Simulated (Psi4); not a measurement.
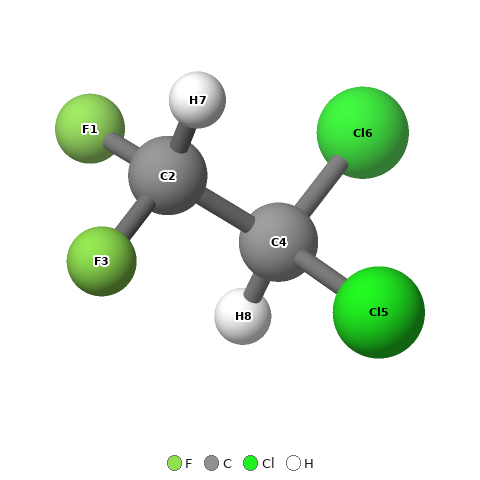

Structure of C₂H₂Cl₂F₂, SMILES FC(F)C(Cl)Cl.

Unscaled harmonic wavenumbers and double-harmonic intensities, HF/6-31+G(d), Psi4 1.11, at a geometry relaxed at this level, isolated molecule. Modes within 2 cm⁻¹ of each other count as one line, with their intensities summed. Lorentzian lines of 16 cm⁻¹ full width. Close modes add up in the curve.

### Predict the infrared spectrum.

The most intense lines lie at 1255.3 cm⁻¹ (189.0 km/mol), 911.6 cm⁻¹ (147.1 km/mol) and 1247.4 cm⁻¹ (144.4 km/mol). It has no imaginary mode, so it is a minimum.

| cm⁻¹ | km/mol |
| --- | --- |
| 87.0 | 1.2 |
| 196.4 | 1.5 |
| 272.2 | 0.3 |
| 375.3 | 12.3 |
| 432.5 (×2) | 23.6 |
| 618.8 | 10.5 |
| 866.8 | 44.9 |
| 911.6 | 147.1 |
| 1171.0 | 37.6 |
| 1247.4 | 144.4 |
| 1255.3 | 189.0 |
| 1383.6 | 28.2 |
| 1391.2 | 3.5 |
| 1519.9 | 16.3 |
| 1571.6 | 50.5 |
| 3360.7 | 9.8 |
| 3372.4 | 7.9 |

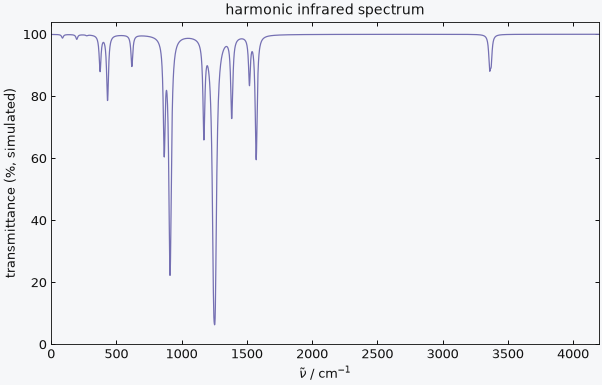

Caveats: double-zeta basis; one conformer of a flexible molecule; Hartree-Fock puts harmonic wavenumbers well above measured bands, often by about a tenth and by far more where static correlation matters.
